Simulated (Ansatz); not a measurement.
# UCCSD/STO-3G run of CHF2 (difluoromethyl radical)

What is the energy change on altering one bond length of CHF2 (difluoromethyl radical) at UCCSD/STO-3G? 

The calculation is run with Ansatz 0.2.0.

57 further runs of the same task are left out: 10 that didn't finish, 47 set aside as unsound or not needed.

### Step 1. Starting point

CHF2: 4 atoms, total charge 0, spin state doublet. As SMILES, `F[CH]F`. The coordinates come from a PBE0-D4/def2-TZVP relaxation.

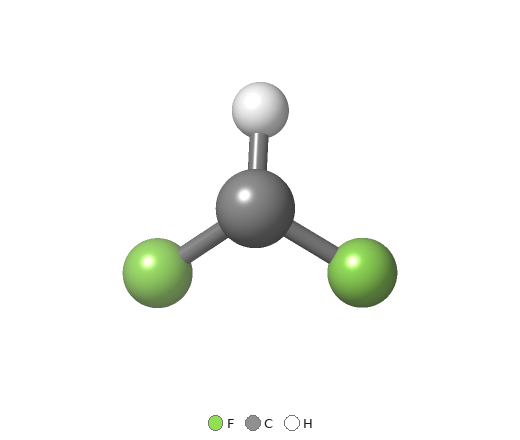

Viewed from a chosen angle; fluorine green, carbon grey, hydrogen white.

### Step 2. A single-point energy at UCCSD/STO-3G

Input file input.yaml:

```yaml
crystal:
  periodic: [false, false, false]
  atoms:
    - {symbol: F, position_ang: [-1.208200, 0.264600, -0.141700]}
    - {symbol: C, position_ang: [0.038600, 0.063400, 0.244400]}
    - {symbol: F, position_ang: [0.433100, -1.166800, -0.029600]}
    - {symbol: H, position_ang: [0.736500, 0.838700, -0.073100]}
basis:
  gaussian:
    orbitals: STO-3G
magnetization:
  spin_polarized: true
  initial_magnetization: 1
correlation:
  method: ccsd
  frozen_orbitals: {C: 1, F: 1, H: 0}
accuracy: high
scf:
  omitted_lower_state_checks: [cluster_reference, increment]
```

Started as:

```
$ ansatz run input.yaml --threads 1 --pin off --max-ram 2610MiB --events-out events.jsonl --progress --plain --runs-dir runs
```

The log of the run, shortened:

```text
Warning: RAYON_NUM_THREADS=1 ignored (pool sized by the plan → 1); use --threads N
Functional definition: HF
  name "HF"
[...]
272 factors; integrals over basis functions are off by at most 5.2e-8 eV
[...]
mean field -6367.50000588 eV, -234.0013091696 hartree, gradient 2.7e-8 eV, S^2 0.754944; 0 other end points of the search recorded, 0 dependent functions left out
3 core orbitals not correlated: weight in the atoms' cores, before any rotation towards them, 1.000 or more for the frozen orbitals, at most 0.000 for the correlated occupied ones
reference -6367.50000588 eV, -234.0013091696 hartree; 10, 9 occupied and 3, 4 virtual orbitals, 272 factors
second order -1.96117036 eV of doubles, -0.00000000 eV of singles
cycle   1  -2.30652739 eV  change   -3.5e-1 eV  update   6.4e-2
[...]
cycle  21  -2.55988359 eV  change  -3.3e-10 eV  update  5.8e-10
Total energy: -6370.05988947 eV, -234.0953831562 hartree
Checks for a lower state left out: cluster_reference, increment
```

It took 0.2 s on 1 thread of Arm Neoverse V1, shared host.

### Step 3. The distorted shape, same level

Input file molecule.yaml:

```yaml
crystal:
  periodic: [false, false, false]
  atoms:
    - {symbol: F, position_ang: [-1.306824, 0.572146, -0.073201]}
    - {symbol: C, position_ang: [-0.060024, 0.370946, 0.312899]}
    - {symbol: F, position_ang: [0.433100, -1.166800, -0.029600]}
    - {symbol: H, position_ang: [0.637876, 1.146246, -0.004601]}
basis:
  gaussian: {orbitals: STO-3G}
accuracy: high
correlation: {method: ccsd, frozen_orbitals: {C: 1, F: 1, H: 0}}
scf: {omitted_lower_state_checks: [cluster_reference, increment]}
magnetization: {spin_polarized: true, initial_magnetization: 1}
```

Started as:

```
$ ansatz run molecule.yaml --threads 1 --pin off --max-ram 2610MiB --events-out events.jsonl --progress --plain --runs-dir runs
```

The log of the run, shortened:

```text
Warning: RAYON_NUM_THREADS=1 ignored (pool sized by the plan → 1); use --threads N
[... 2 set-up lines as earlier in the session ...]
[...]
272 factors; integrals over basis functions are off by at most 3.6e-8 eV
[...]
mean field -6365.96110893 eV, -233.9447557496 hartree, gradient 5.4e-8 eV, S^2 0.880334; 0 other end points of the search recorded, 0 dependent functions left out
3 core orbitals not correlated: weight in the atoms' cores, before any rotation towards them, 1.000 or more for the frozen orbitals, at most 0.000 for the correlated occupied ones
reference -6365.96110893 eV, -233.9447557496 hartree; 10, 9 occupied and 3, 4 virtual orbitals, 272 factors
second order -2.07590073 eV of doubles, -0.00000000 eV of singles
cycle   1  -2.56486041 eV  change   -4.9e-1 eV  update   8.6e-2
[...]
cycle  31  -3.19736895 eV  change  -8.2e-10 eV  update   1.6e-9
Total energy: -6369.15847787 eV, -234.0622568912 hartree
Checks for a lower state left out: cluster_reference, increment
```

Wall time 0.26 s (1 thread of Arm Neoverse V1, shared host).

### Step 4. Results

At UCCSD/STO-3G, 3 core orbitals frozen:

| quantity | value |
| --- | --- |
| first shape: total energy | -234.09538 Eh |
| first shape: correlation energy (3 core orbitals frozen) | -94.1 mEh |
| first shape: ⟨S²⟩ of the reference determinant | 0.755 |
| first shape: T1 diagnostic | 0.014 |
| distorted shape: total energy | -234.06226 Eh |
| distorted shape: correlation energy (3 core orbitals frozen) | -117.5 mEh |
| distorted shape: ⟨S²⟩ of the reference determinant | 0.880 |
| distorted shape: T1 diagnostic | 0.033 |
| energy change with the C2–F3 bond stretched from 1.321 to 1.651 Å | 0.901 eV |

What this shows: With the C2–F3 bond stretched from 1.321 to 1.651 Å the energy rises by 0.90 eV (20.8 kcal/mol). The first shape isn't relaxed at this level, so the change isn't measured from a minimum. The minimal basis adds a large error of its own. ⟨S²⟩ (distorted shape) is 0.88 where a pure doublet has 0.75: the reference is spin-contaminated.
